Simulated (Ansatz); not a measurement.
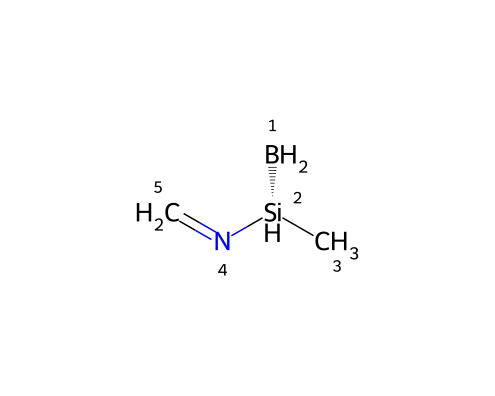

A structural formula, with wedges where it has stereocentres; small numbers name the atoms. The configuration is that of a computed structure (PBE-D4/def2-SVP).

Assign CIP descriptors.

Answer. Si2: R.

Write the isomeric SMILES.

Answer. B[Si@H](C)N=C
